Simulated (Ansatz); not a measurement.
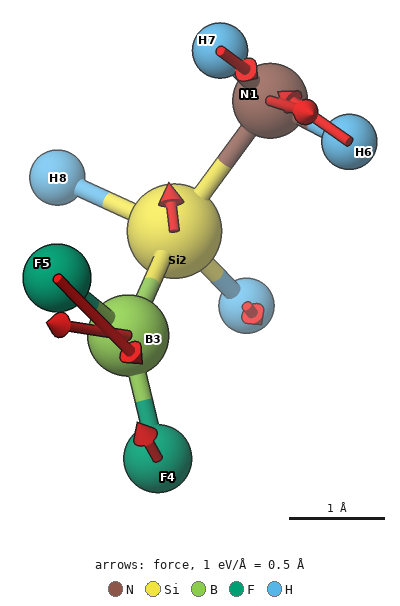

Starting geometry of BSiNH$_{4}$F$_{2}$ (coarse preliminary run) with the computed forces as red arrows. The picture is a ball-and-stick view, seen from a free direction.

The start comes from a force field.

Theory: RKS PBE-D4/def2-SVP (Ansatz). (force threshold 0.03 eV/Å; at most 200 steps)

Q: What follows when this structure is relaxed?

A: It isn't relaxed: the largest force vector, on an F atom, is 3.35 eV/Å. The final displacements have little in common with the starting forces (cosine between the two patterns 0.29). After 25 accepted moves (29 points after the start) the energy has fallen by 0.548 eV. Largest force component: 2.7 eV/Å at the start, 0.015 eV/Å at the end. The line search rejected the trial steps at points 9, 19, 22, 24 of the run. The forces were under the threshold at step 21, but the run went on from there. The atom that moves furthest after the best rigid fit is an F atom (1.01 Å). Largest moves by element: F 1.01 Å, H 0.39 Å, B 0.14 Å, N 0.13 Å, Si 0.11 Å. Some distances before and after: B–F 1.451 → 1.336 Å, B–Si 1.967 → 2.048 Å, H–N 1.103 → 1.025 Å, H–N 1.077 → 1.025 Å. Bond angles that change, for instance: Si–N–H 105.3° → 116.4°, Si–N–H 107.0° → 116.7°, H–N–H 102.0° → 108.7°. Groups turn about B–Si by about 55°. The run took 18 s on 2 threads of AMD EPYC 9R45 96-Core, with other jobs on the host.
